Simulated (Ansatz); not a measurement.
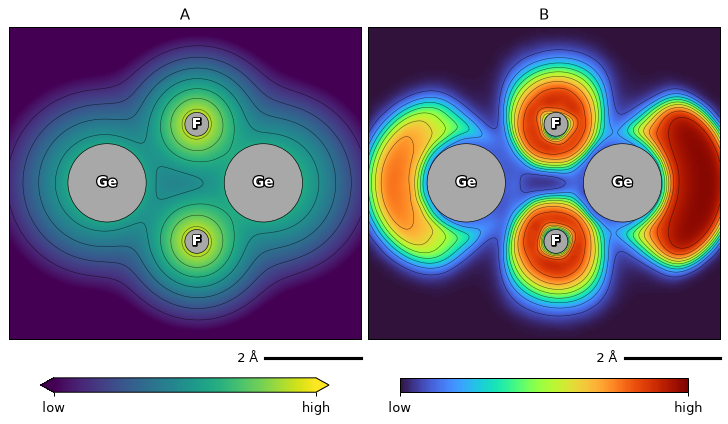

F2Ge2H (charge +1): 2 fields on the plane of atoms F1, Ge3 and F2, with unlabelled colour scales. Grey discs cover the atomic cores.

Geometry: BLYP-D3(BJ)/def2-SVP.

All numbers below come from isolated molecule in a Gaussian basis; Kohn-Sham density functional theory, functional PBE0 in Ansatz.

Which field does each panel show? The fields are: electron density and electron localisation function.

Panel A: electron density. Panel B: electron localisation function. From the grid: Ge–F (1.86 Å): ρ at the midpoint is about 0.75 e/Å³; the ELF peaks at about 0.85 in the valence shell of F, 0.5 Å from its nucleus, and is about 0.25 at the midpoint.
